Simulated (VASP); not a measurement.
Band structure of GaAs (zinc blende). Method: PW91 GGA, VASP's PBE PAW potentials (set 64) (plane waves; VASP).

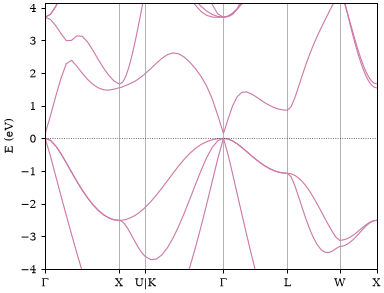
Figure: Bands along high-symmetry lines, zero at the valence-band maximum or, without a gap, the Fermi level

Problem. Read the plot: is there a gap, and where are the band edges?

Solution. The gap is direct, 0.15 eV, from the valence maximum at Γ to the conduction minimum at Γ. (Edges off the drawn lines would not show.)

Measured: gap 1.57 eV (computed value off by -1.42 eV), as given by Wei Chen et al., Physical Review Materials (2018), doi:10.1103/physrevmaterials.2.073803 [zero-point renormalisation of 0.05 eV added back (the table's ZPR column)].

The compound is GaAs in the zinc blende structure. It was relaxed first, which changed the volume by +5 %.
